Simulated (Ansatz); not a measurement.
## Electronic structure of H2O2 in real space

```xyz
4

O    -0.2573   -0.5380    0.3299
O     0.5299    0.2410    1.2246
H    -1.1295   -0.4873    0.7424
H     1.1441   -0.4262    1.5568
```

Geometry: PBE0-D4/def2-TZVP.

Theory: RKS PBE0-D4/def2-TZVPPD (Ansatz 0.2.0).

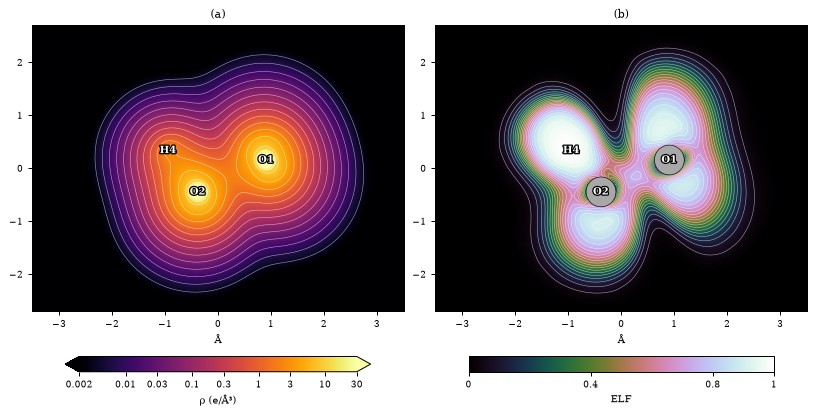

Figure 1. (a) total electron density; (b) ELF on the plane of atoms O1, O2 and H4. Grey discs cover the atomic cores in the ELF map.

Question: Interpret the plot.

Answer: The plane passes through O and H nuclei. O–O (1.42 Å): the density is about 2 e/Å³ at the midpoint; the ELF peaks at about 0.75 between the atoms, as expected for localised, covalent bonding. O–H (0.97 Å): ρ is about 3.9 e/Å³ halfway; the ELF climbs to about 1 towards the hydrogen, as it does in any bond to H (a covalent bond by its length). The ELF also peaks beside O2 and O1, away from the bonds: lone-pair regions.

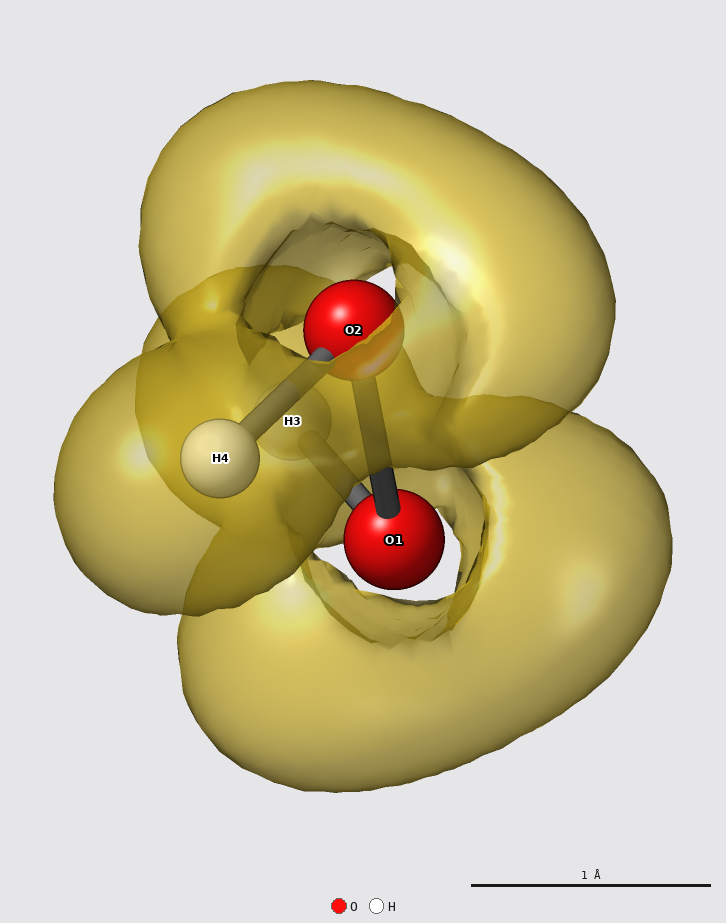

Figure 2. Isosurface of the electron localisation function at 0.8 (yellow), seen at an oblique angle. Core shells and regions of very low density are left out.

Question: Describe the localisation domains.

Answer: At this value the surface marks out two joined regions spread over several atoms (H, O), in which their bonds and any lone pairs are merged.

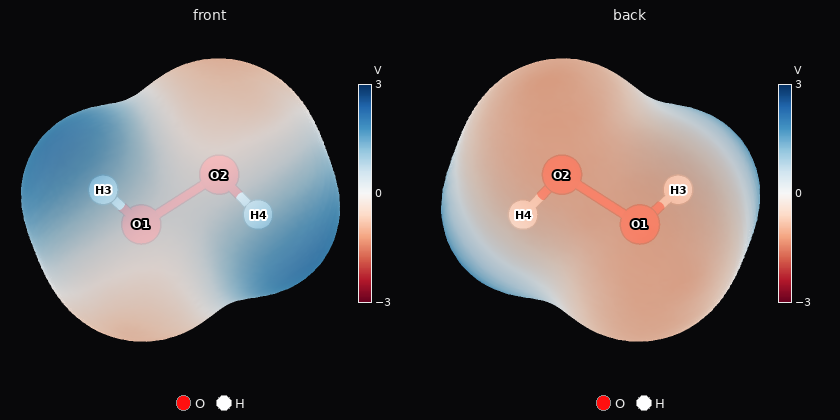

Figure 3. The electrostatic potential painted on the density surface at 0.001 e/bohr³, seen from the front and from behind; the colour scale runs from red (negative) to blue (positive).

Question: Which sites attract a positive test charge, and which a negative one?

Answer: A positive charge is drawn to the negative regions and a negative charge to the positive ones. The most negative region (about −1.2 V) lies over O1 and O2, the most positive (about +2.0 V) over H3 and H4.
